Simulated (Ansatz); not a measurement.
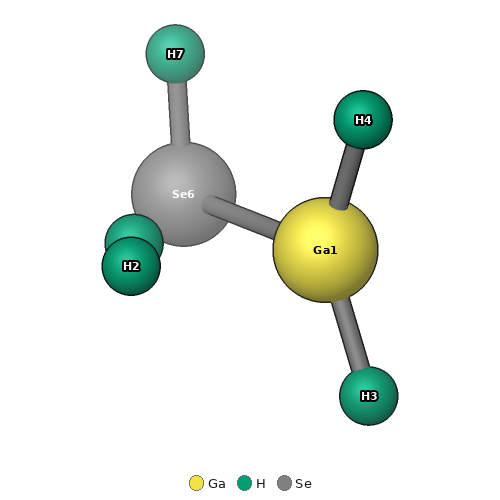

The system is the reacting system GaH5Se (fragments GaH₃ + H₂Se where the first distance is long, GaH₃Se + H₂ where the second is long); the picture shows the reference structure. Coordinates scanned: (1) distance Ga1–Se6 (bond that forms); (2) distance H5–Se6 (bond that breaks). Relaxed at each point: all other coordinates. Grid: 9 × 9 points. Points are written as (first, second). Energies: kJ/mol, counted from a guessed transition structure relaxed with its forming and breaking bonds held. Energies and slopes of some neighbouring points disagree (a jump in structure or state, or too coarse a mesh). The reference is spin-restricted, so regions where a bond is pulled apart into radicals lie too high. Method: RKS BHLYP-D4/def2-SVP (Ansatz).

Its coordinates:

```yaml
atoms:
  - { symbol: Ga, position_ang: [-0.9775, -0.2644, -0.3357] }
  - { symbol: H, position_ang: [0.7790, -0.2150, -1.3333] }
  - { symbol: H, position_ang: [-1.3829, -1.7428, -0.4870] }
  - { symbol: H, position_ang: [-1.5450, 1.1397, -0.6199] }
  - { symbol: H, position_ang: [1.0189, -0.1814, -0.3851] }
  - { symbol: Se, position_ang: [1.0643, -0.0990, 1.6095] }
  - { symbol: H, position_ang: [1.0435, 1.3629, 1.5515] }
```

Range: distance Ga1–Se6 (bond that forms) from 2.178 to 3.978 Å; distance H5–Se6 (bond that breaks) from 1.359 to 2.859 Å.

### What landscape does the calculation give?

The lowest grid point is at (2.312 Å, 2.859 Å), −129 kJ/mol from a guessed transition structure relaxed with its forming and breaking bonds held. It lies in a valley that leaves the map towards separated partners. Other grid points that lie below all their neighbours: (2.706 Å, 1.470 Å) (42 kJ/mol higher). The highest grid point, (3.978 Å, 2.859 Å), lies 296 kJ/mol above the lowest.

| second ↓, first → | 2.178 | 2.312 | 2.496 | 2.706 | 2.935 | 3.178 | 3.434 | 3.701 | 3.978 |
| --- | --- | --- | --- | --- | --- | --- | --- | --- | --- |
| 2.859 | −114 | −129 | −117 | −80 | −29 | 25 | 78 | 125 | 167 |
| 2.628 | −110 | −126 | −110 | −74 | −24 | 29 | 79 | 124 | 160 |
| 2.406 | −103 | −119 | −97 | −63 | −16 | 34 | 80 | 118 | 147 |
| 2.193 | −88 | −105 | −76 | −46 | −4 | 39 | 76 | 103 | 122 |
| 1.990 | −62 | −48 | −47 | −25 | 7 | 37 | 59 | 74 | 85 |
| 1.799 | −18 | −4 | −15 | −8 | 4 | −1 | 7 | 15 | 21 |
| 1.624 | 26 | −22 | −53 | −64 | −63 | −57 | −48 | −40 | −34 |
| 1.470 | 4 | −44 | −76 | −88 | −86 | −80 | −71 | −64 | −57 |
| 1.359 | 19 | −30 | −62 | −74 | −73 | −66 | −58 | −50 | −43 |

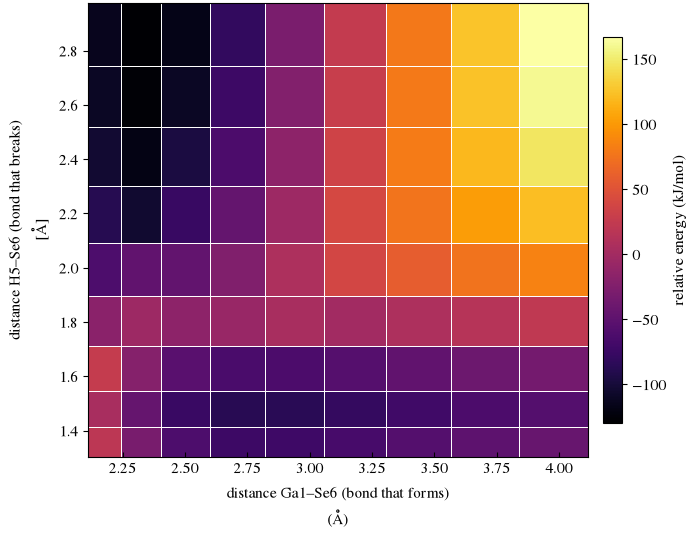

Drawn: one coloured cell a grid point.

Each point was launched as `ansatz run input.yaml --threads 1 --pin off --max-ram 2560MiB --backend cpu --events-out ev --progress --plain --runs-dir out`. The whole map (81 points run) took 20 min on 1 thread of Arm Neoverse V2 (shared host).
